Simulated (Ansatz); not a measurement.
# GaSiH4OF (SMILES [OH][GaH][SiH2]F) at 4 levels

Wanted: a comparison of 4 runs (HF/3-21G, BLYP/cc-pVDZ, MP2/cc-pVDZ, CCSD(T)/cc-pVDZ) of GaSiH4OF. 

The results are computed with Ansatz 0.2.0.

101 further runs of the same task are left out: 101 set aside as unsound or not needed. Runs told in other sessions of the task aren't counted.

## Step 1: The system as given

The species is GaSiH4OF (8 atoms), meant as a singlet with charge 0. As SMILES, `[OH][GaH][SiH2]F`. The Si3–H7 distance was set to 1.712 Å, away from the relaxed value.

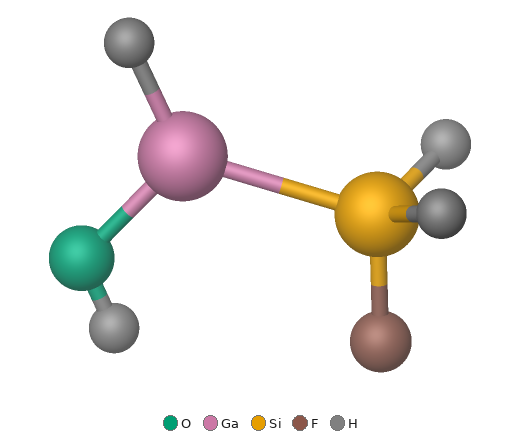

Viewed from a chosen angle; oxygen teal, gallium pink, silicon amber, fluorine brown, hydrogen grey.

## Step 2: The energy at HF/3-21G (run 1)

run.yaml

```yaml
crystal:
  periodic: [false, false, false]
  atoms:
    - {symbol: O, position_ang: [-2.302611, 0.726994, 0.299914]}
    - {symbol: Ga, position_ang: [-0.561411, 1.135794, 0.237114]}
    - {symbol: Si, position_ang: [0.916689, -0.632706, -0.501686]}
    - {symbol: F, position_ang: [0.015389, -1.931906, -0.817786]}
    - {symbol: H, position_ang: [-2.500311, -0.173006, 0.030814]}
    - {symbol: H, position_ang: [-0.249511, 2.601594, 0.676814]}
    - {symbol: H, position_ang: [2.066800, -1.082700, 0.683500]}
    - {symbol: H, position_ang: [1.656889, -0.290106, -1.746686]}
basis:
  gaussian: {orbitals: 3-21G-spherical.json}
hamiltonian: {xc: hf}
accuracy: high
output: {orbitals: {seedname: orbitals}}
```

The basis set 3-21G is read from a file made from the Basis Set Exchange's data (not shown).

On the command line:

```
$ ansatz run run.yaml --threads 1 --pin off --max-ram 2610MiB --events-out events.jsonl --progress --plain --runs-dir runs
```

Log:

```text
Warning: RAYON_NUM_THREADS=1 ignored (pool sized by the plan → 1); use --threads N
Functional definition: HF
  name "HF"
  exchange = exact_x
  correlation = 0
1203 factors; integrals over basis functions are off by at most 5.9e-9 eV
mean field evaluation 1: about -64676.4535 eV, gradient 4.3e1 eV
mean field evaluation 2: about -64676.7047 eV, gradient 4.3e1 eV
mean field evaluation 4: about -64680.4998 eV, gradient 2.4e0 eV
mean field evaluation 8: about -64680.5483 eV, gradient 2.2e-1 eV
mean field evaluation 16: about -64680.5487 eV, gradient 6.5e-8 eV
mean field -64680.54866825 eV, -2376.9663215078 hartree, gradient 6.5e-8 eV, S^2 0.000000; 0 other end points of the search recorded, 0 dependent functions left out
reference -64680.54866825 eV, -2376.9663215078 hartree; 33, 33 occupied and 28, 28 virtual orbitals, 1203 factors
Total energy: -64680.54866825 eV, -2376.9663215078 hartree
```

Run time: 0.94 s. Hardware: 1 thread of Arm Neoverse V1, shared host; peak memory 0.12 GiB.

## Step 3: The energy at BLYP/cc-pVDZ (run 2)

in.yaml

```yaml
crystal:
  periodic: [false, false, false]
  atoms:
    - {symbol: O, position_ang: [-2.302611, 0.726994, 0.299914]}
    - {symbol: Ga, position_ang: [-0.561411, 1.135794, 0.237114]}
    - {symbol: Si, position_ang: [0.916689, -0.632706, -0.501686]}
    - {symbol: F, position_ang: [0.015389, -1.931906, -0.817786]}
    - {symbol: H, position_ang: [-2.500311, -0.173006, 0.030814]}
    - {symbol: H, position_ang: [-0.249511, 2.601594, 0.676814]}
    - {symbol: H, position_ang: [2.066800, -1.082700, 0.683500]}
    - {symbol: H, position_ang: [1.656889, -0.290106, -1.746686]}
basis:
  gaussian:
    orbitals: cc-pVDZ
output:
  orbitals: {seedname: orbitals}
accuracy: high
total_charge: 0
hamiltonian:
  xc: {name: BLYP}
```

On the command line:

```
$ ansatz run in.yaml --threads 1 --pin off --max-ram 2610MiB --events-out events.jsonl --progress --plain --runs-dir runs
```

Log:

```text
Warning: RAYON_NUM_THREADS=1 ignored (pool sized by the plan → 1); use --threads N
Functional definition: BLYP
  name "BLYP"
  parameter beta = 0.0042
  parameter a = 0.04918
  parameter b = 0.132
  parameter c = 0.2533
  parameter d = 0.349
  exchange = b88_x(beta = beta)
  correlation = lyp_c(a = a, b = b, c = c, d = d)
2081 factors; integrals over basis functions are off by at most 4.6e-9 eV
mean field evaluation 1: about -65077.5691 eV, gradient 7.0e1 eV
mean field evaluation 2: about -64960.0440 eV, gradient 2.0e2 eV
mean field evaluation 4: about -65085.4108 eV, gradient 2.3e1 eV
mean field evaluation 8: about -65086.3383 eV, gradient 9.4e-1 eV
mean field evaluation 16: about -65086.3356 eV, gradient 9.7e-5 eV
mean field -65086.33564626 eV, -2391.8787178973 hartree, gradient 3.3e-8 eV, S^2 0.000000; 0 other end points of the search recorded, 0 dependent functions left out
reference -65086.33570345 eV, -2391.8787199989 hartree; 33, 33 occupied and 60, 60 virtual orbitals, 2081 factors
Total energy: -65086.33570345 eV, -2391.8787199989 hartree
```

It took 10 s on 1 thread of Arm Neoverse V1, shared host; peak memory 0.24 GiB.

Run 3 isn't shown in full; the table further down has it.

## Step 4: A single-point energy at CCSD(T)/cc-pVDZ (run 4)

molecule.yaml

```yaml
crystal:
  periodic: [false, false, false]
  atoms:
    - {symbol: O, position_ang: [-2.302611, 0.726994, 0.299914]}
    - {symbol: Ga, position_ang: [-0.561411, 1.135794, 0.237114]}
    - {symbol: Si, position_ang: [0.916689, -0.632706, -0.501686]}
    - {symbol: F, position_ang: [0.015389, -1.931906, -0.817786]}
    - {symbol: H, position_ang: [-2.500311, -0.173006, 0.030814]}
    - {symbol: H, position_ang: [-0.249511, 2.601594, 0.676814]}
    - {symbol: H, position_ang: [2.066800, -1.082700, 0.683500]}
    - {symbol: H, position_ang: [1.656889, -0.290106, -1.746686]}
basis:
  gaussian:
    orbitals: cc-pVDZ
correlation:
  method: ccsd_t
  frozen_orbitals: {F: 1, Ga: 9, H: 0, O: 1, Si: 5}
accuracy: high
scf:
  omitted_lower_state_checks: [cluster_reference, increment]
```

On the command line:

```
$ ansatz run molecule.yaml --threads 1 --pin off --max-ram 2610MiB --events-out events.jsonl --progress --plain --runs-dir runs
```

Log:

```text
Warning: RAYON_NUM_THREADS=1 ignored (pool sized by the plan → 1); use --threads N
Functional definition: HF
  name "HF"
  exchange = exact_x
  correlation = 0
these checks for a lower state are left out or cut short: cluster_reference, increment
2081 factors; integrals over basis functions are off by at most 4.6e-9 eV
mean field evaluation 1: about -64999.4763 eV, gradient 4.4e1 eV
mean field evaluation 2: about -64999.5283 eV, gradient 4.4e1 eV
mean field evaluation 4: about -65003.6550 eV, gradient 2.8e0 eV
mean field evaluation 8: about -65003.7001 eV, gradient 2.6e-1 eV
mean field evaluation 16: about -65003.7003 eV, gradient 2.8e-8 eV
mean field -65003.70033963 eV, -2388.8419263907 hartree, gradient 2.9e-8 eV, S^2 0.000000; 0 other end points of the search recorded, 0 dependent functions left out
16 core orbitals not correlated: weight in the atoms' cores, before any rotation towards them, 1.000 or more for the frozen orbitals, at most 0.000 for the correlated occupied ones
reference -65003.70033963 eV, -2388.8419263907 hartree; 17, 17 occupied and 60, 60 virtual orbitals, 2081 factors
second order -15.21753455 eV of doubles, -0.00000000 eV of singles
cycle   1  -15.59375560 eV  change   -3.8e-1 eV  update   1.1e-1
cycle   2  -16.05398948 eV  change   -4.6e-1 eV  update   3.7e-2
cycle   3  -16.20046531 eV  change   -1.5e-1 eV  update   2.3e-2
cycle   4  -16.19530586 eV  change    5.2e-3 eV  update   6.3e-3
cycle   5  -16.19135641 eV  change    3.9e-3 eV  update   3.3e-3
cycle   6  -16.19248080 eV  change   -1.1e-3 eV  update   1.1e-3
cycle   7  -16.19229433 eV  change    1.9e-4 eV  update   4.2e-4
cycle   8  -16.19210016 eV  change    1.9e-4 eV  update   1.4e-4
cycle   9  -16.19214837 eV  change   -4.8e-5 eV  update   5.2e-5
cycle  10  -16.19218327 eV  change   -3.5e-5 eV  update   2.0e-5
cycle  11  -16.19217274 eV  change    1.1e-5 eV  update   7.5e-6
cycle  12  -16.19217793 eV  change   -5.2e-6 eV  update   3.2e-6
cycle  13  -16.19217763 eV  change    3.0e-7 eV  update   1.2e-6
cycle  14  -16.19217812 eV  change   -4.9e-7 eV  update   4.9e-7
cycle  15  -16.19217874 eV  change   -6.2e-7 eV  update   1.9e-7
cycle  16  -16.19217884 eV  change   -1.0e-7 eV  update   7.7e-8
cycle  17  -16.19217885 eV  change   -8.7e-9 eV  update   4.1e-8
cycle  18  -16.19217903 eV  change   -1.8e-7 eV  update   1.3e-7
cycle  19  -16.19217906 eV  change   -2.9e-8 eV  update   3.8e-8
cycle  20  -16.19217906 eV  change   -4.0e-9 eV  update   1.4e-8
cycle  21  -16.19217906 eV  change  -2.9e-11 eV  update   5.6e-9
cycle  22  -16.19217906 eV  change   -1.2e-9 eV  update   1.9e-9
perturbative correction -0.37475293 eV, -0.0137719162 hartree
Total energy: -65020.26727162 eV, -2389.4507499120 hartree
Checks for a lower state left out: cluster_reference, increment
```

Run time: 39 s. Hardware: 1 thread of Arm Neoverse V1, shared host; peak memory 0.53 GiB.

## Step 5: Overview of the runs

```csv
run,level,frozen core orbitals,energy (Eh),wall time
1,HF/3-21G,–,-2376.966322,0.94 s
2,BLYP/cc-pVDZ,–,-2391.878720,10 s
3,MP2/cc-pVDZ,16,-2389.401160,6 s
4,CCSD(T)/cc-pVDZ,16,-2389.450750,39 s
```

## Step 6: Outcome

| quantity | value |
| --- | --- |
| run 4: total energy | -2389.45075 Eh |
| run 4: correlation energy (16 core orbitals frozen) | -608.8 mEh |
| run 4: (T) correction | -13.77 mEh |
| run 4: T1 diagnostic | 0.015 |

All runs together took 56 s, the longest 39 s.
